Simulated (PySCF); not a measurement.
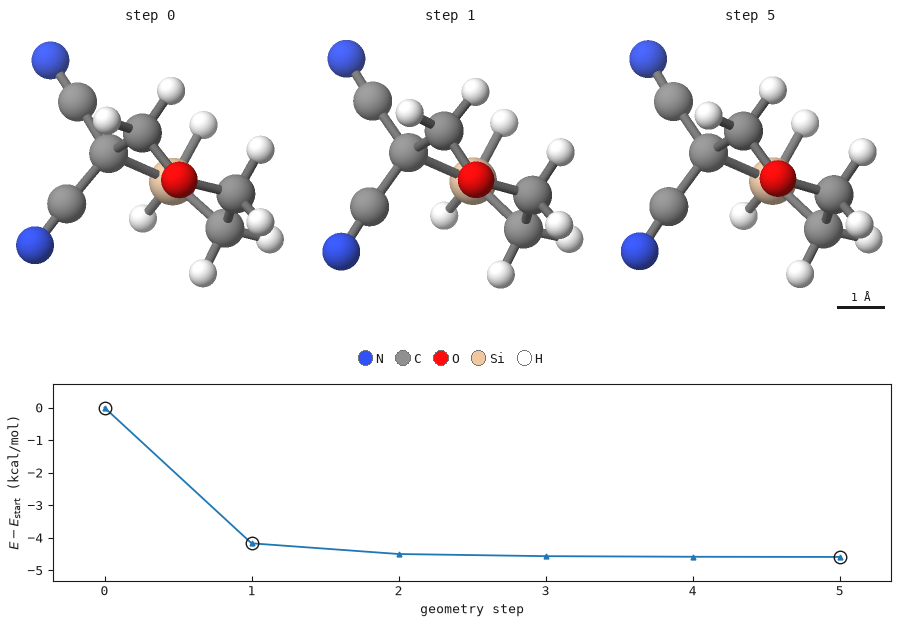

Frames of a relaxation of C$_{6}$H$_{8}$N$_{2}$OSi, marked on the history of the run. The picture is a ball-and-stick view, seen from a free direction.

The start comes from GFN2-xTB. Its atoms were then displaced at random by about 0.01 Å.

All numbers below come from PySCF 2.14.0, density-fitted response routines, PBE0-D3(BJ)/def2-SVP geometry optimisation, gas phase. 

Q: What happens along the run?

A: The largest move after the best rigid fit is that of an N atom, 0.16 Å. By element the largest moves are N 0.16 Å, H 0.12 Å, C 0.09 Å, O 0.04 Å, Si 0.02 Å. Some distances before and after: C–C 1.407 → 1.453 Å, C–H 1.065 → 1.100 Å, C–C 1.426 → 1.457 Å, C–O 1.408 → 1.384 Å. Bond angles that change, for instance: H–C–H 111.2° → 107.4°, O–C–H 103.0° → 105.5°, Si–C–H 112.9° → 110.6°. Over 5 geometry steps the energy falls by 4.59 kcal/mol. The run took 3.2 min on 1 thread of Arm Neoverse N1, with other jobs on the host. From step 0 to 1: an N atom moves most (0.20 Å), energy −4.17 kcal/mol. From step 1 to 5: an H atom moves most (0.07 Å), energy −0.42 kcal/mol.
